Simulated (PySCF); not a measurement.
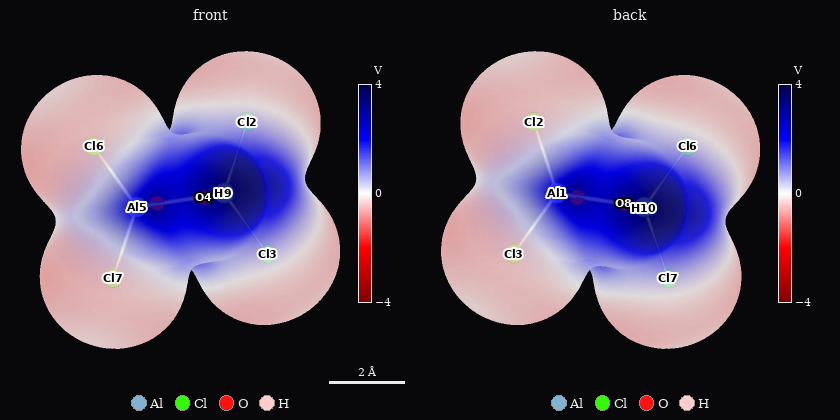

Al2Cl4H2O2 ((Cl2Al-mu-OH)2). The molecular electrostatic potential painted on the density surface at 0.002 e/bohr³, seen from the front and from behind; the colour scale runs from red (negative) to blue (positive).

Geometry: PBE0-D3(BJ)/def2-SVP.

These are results of PySCF, PBE0/pcSseg-1 Al:pcSseg-2, SCF density, gas phase, non-relativistic, not measurements.

The calculation's input:

```
{"job": {"kind": "nmr", "xc": "PBE0", "basis": {"default": "pcSseg-1", "Al": "pcSseg-2"}}, "charge": 0, "multiplicity": 1}
Al    -0.109337     1.376401    -0.233077
Cl    -1.268815     2.575248     1.032025
Cl     0.858207     2.289105    -1.849197
O      0.962712     0.189940     0.678313
Al     0.134368    -1.390018     0.232199
Cl    -0.838524    -2.293393     1.850946
Cl     1.292273    -2.604780    -1.019207
O     -0.929668    -0.205271    -0.688687
H      1.689877     0.356574     1.283731
H     -1.666444    -0.370553    -1.282647
```

Launched as:

```sh
OMP_NUM_THREADS=1 python probes_run.py task.json out
```

### Describe the electrostatic potential map.

The most negative region (about −0.6 V) lies over Cl2, Cl3, Cl6 and Cl7, the most positive (about +3.8 V) over H9 and H10.
